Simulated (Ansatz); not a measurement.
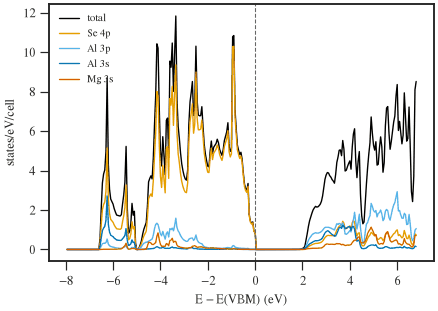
*Total and projected density of states of Mg2Al2Se5 in space group P-3m1 (No. 164; Pearson symbol hP9), plane-wave PAW r²SCAN (Ansatz code)*

Which orbitals carry the states next to the gap?

Top 1 eV of the valence band: Se 4p 96 %. Bottom 1 eV of the conduction band: Al 3p 39 %, Al 3s 21 %, Se 4p 14 %, Se 4s 11 %, outside the projected shells 13 %. Projections are on Löwdin-orthogonalised atomic valence shells; empty p or d shells of many metals are not among them.

Where is the tallest occupied peak in this window, and what makes it?

Near -3.3 eV, about 12 states/eV per cell; the largest projected share is Se 4p.

The first step of the workflow began from a Materials Project structure, measured or hypothetical; the Crystallography Open Database copy checked does not list it. Its standing as an ambient phase is unchecked. The cell was relaxed with r²SCAN under the symmetry of its start; whether a distortion lowers the energy is not shown. A crystal of weakly bound layers computed without a dispersion correction: the cell and the soft elastic constants depend strongly on that. Spin–orbit coupling is left out wherever it is not named.

Potentials: the later of the program's two PAW sets.
